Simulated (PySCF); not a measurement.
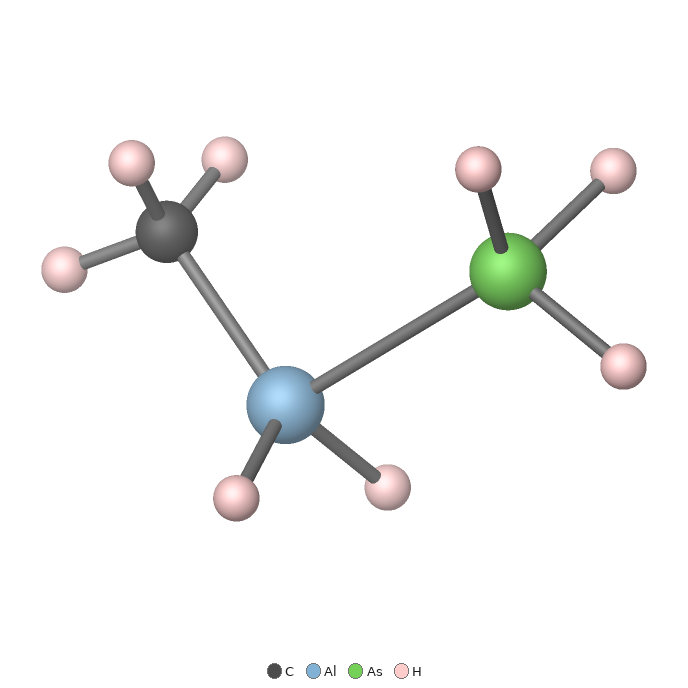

Computed geometry: PBE0-D3(BJ)/def2-SVP optimisation. No frequency run is at hand to confirm it as a minimum. Program: PySCF 2.14.0.

At this fixed geometry, give polarisability (bohr³), HOMO energy (eV), dipole (D) at these levels: B3LYP/def2-SVPD; BHandHLYP/def2-SVPD; CAM-B3LYP/def2-SVPD; LC-wPBE/def2-SVPD; PBE0/6-31G*; PBE0/aug-cc-pVDZ; PBE0/def2-SVP; PBE0/def2-SVPD; PBE0/def2-TZVP; PBE0/def2-TZVPD; ωB97X-D/def2-SVPD.

| level | polarisability (bohr³) | HOMO energy (eV) | dipole (D) |
| --- | --- | --- | --- |
| B3LYP/def2-SVPD | 81.4 | −7.33 | 3.50 |
| BHandHLYP/def2-SVPD | 77.9 | −8.70 | 3.64 |
| CAM-B3LYP/def2-SVPD | 79.7 | −8.91 | 3.63 |
| LC-wPBE/def2-SVPD | 77.6 | −10.27 | 3.81 |
| PBE0/6-31G* | 65.4 | −7.32 | 3.77 |
| PBE0/aug-cc-pVDZ | 82.5 | −7.52 | 3.58 |
| PBE0/def2-SVP | 69.4 | −7.47 | 3.78 |
| PBE0/def2-SVPD | 81.0 | −7.53 | 3.62 |
| PBE0/def2-TZVP | 76.8 | −7.51 | 3.61 |
| PBE0/def2-TZVPD | 82.0 | −7.51 | 3.59 |
| ωB97X-D/def2-SVPD | 80.2 | −9.41 | 3.66 |
